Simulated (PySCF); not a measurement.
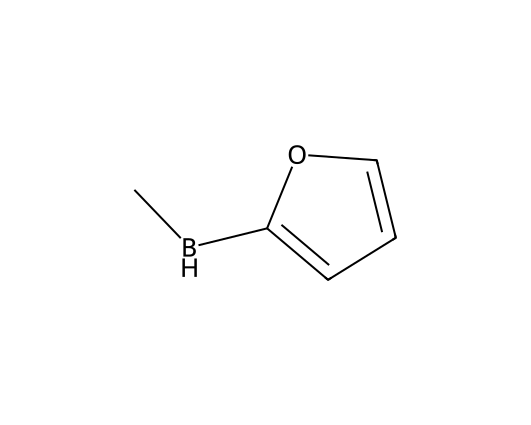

Skeletal drawing of a molecule.

Give its SMILES.

Answer. CBc1ccco1

Give the formula, hydrogens included.

Answer. C5H7BO.

An optimisation with GFN2-xTB gave a structure of which point group?

Answer. C1. Other conformers may differ.

The parts below concern this one geometry. Atoms keep their numbers from picture to picture. The geometry was computed by an optimisation with GFN2-xTB. No frequency run is at hand to confirm it as a minimum.

### Shape

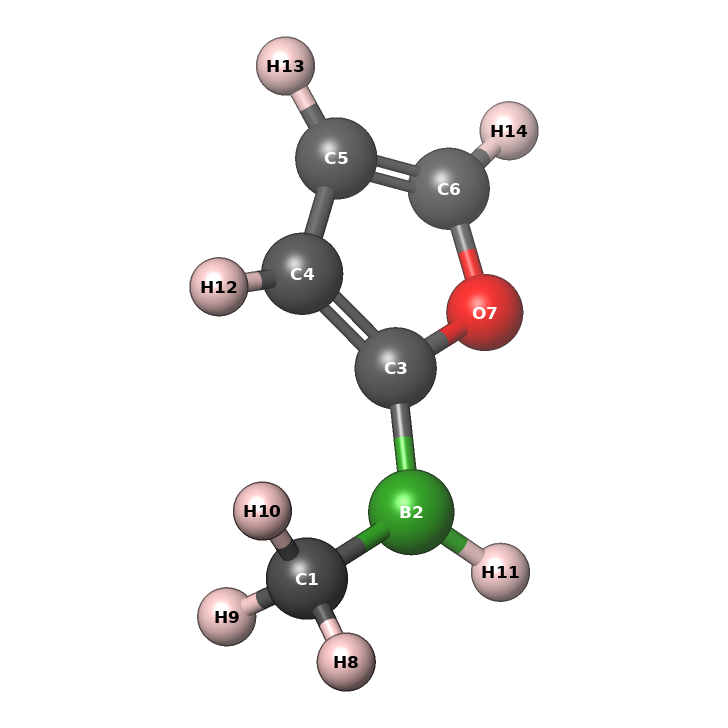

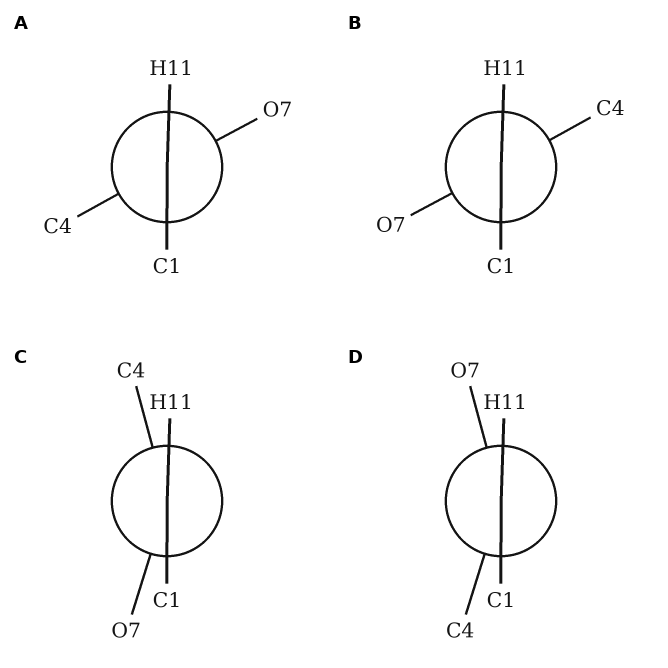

Depth is shown by fading: the farther an atom, the more it takes the colour of the background. Bonds that would overlap in a projection are set slightly apart. No frequency run is at hand to confirm it as a minimum.

Which Newman projection shows the view along B2–C3, with B2 in front?

Answer. D. The torsion angle C1–B2–C3–O7 is −178°, antiperiplanar (anti).

### Electronic properties

No frequency run is at hand to confirm it as a minimum. Level of theory: B3LYP/pcJ-1, gas phase (PySCF 2.14.0).

What does the calculation give?

- dipole moment: 1.88 D
- HOMO energy (Kohn–Sham orbital): −6.80 eV
- LUMO energy (Kohn–Sham orbital): −1.75 eV
- HOMO–LUMO gap: 5.06 eV

### Quadrupole coupling

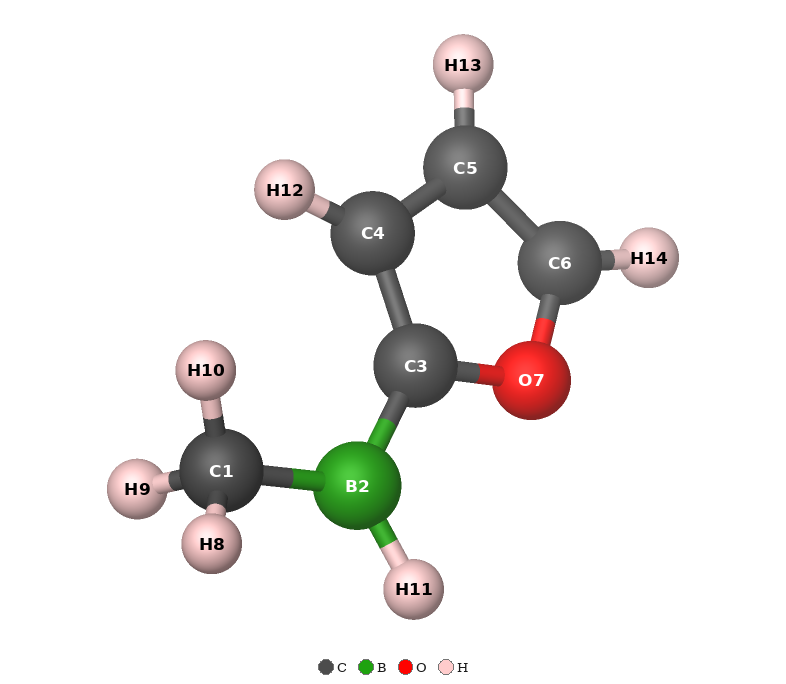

No frequency run is at hand to confirm it as a minimum. Electric field gradients from the ground-state density, B3LYP/pcJ-1 (PySCF 2.14.0), non-relativistic apart from any core potentials.

Give the largest field-gradient component, the quadrupole coupling constant and the asymmetry for 11B at B2 (Q = 40.59 mb), 17O at O7 (Q = −25.6 mb), 2H at H8 (Q = 2.86 mb), 2H at H9 (Q = 2.86 mb), 2H at H10 (Q = 2.86 mb), 2H at H11 (Q = 2.86 mb).

| atom | V_zz (a.u.) | e²qQ/h (MHz) | η |
| --- | --- | --- | --- |
| B2 | 0.530 | 5.06 | 0.08 |
| O7 | 1.356 | −8.16 | 0.17 |
| H8 | 0.310 | 0.209 | 0.02 |
| H9 | 0.308 | 0.207 | 0.01 |
| H10 | 0.312 | 0.210 | 0.02 |
| H11 | 0.233 | 0.156 | 0.08 |

### Spin–spin coupling

No frequency run is at hand to confirm it as a minimum. Method: B3LYP/pcJ-1 indirect spin-spin coupling, non-relativistic, gas phase (PySCF 2.14.0). Isotopes: 11B, 13C, 1H, 17O.

Give the spin–spin coupling constants of these pairs, with the number of bonds between them: C1/B2, B2/C3, B2/H11, B2/H8, B2/C4, B2/H10, B2/H9, B2/O7, B2/C5, B2/H12, B2/C6.

| pair | bonds apart | J (Hz) |
| --- | --- | --- |
| C1, B2 | 1 | 52.2 |
| B2, C3 | 1 | 80.0 |
| B2, H11 | 1 | 129.9 |
| B2, H8 | 2 | −5.3 |
| B2, C4 | 2 | 8.7 |
| B2, H10 | 2 | −5.4 |
| B2, H9 | 2 | −4.5 |
| B2, O7 | 2 | −11.6 |
| B2, C5 | 3 | 2.1 |
| B2, H12 | 3 | 0.7 |
| B2, C6 | 3 | 5.0 |

The geometry is semi-empirical. Around B such bond lengths and angles can be off by a tenth of an ångström or more and by several degrees, and values that hang on the shape move with them.
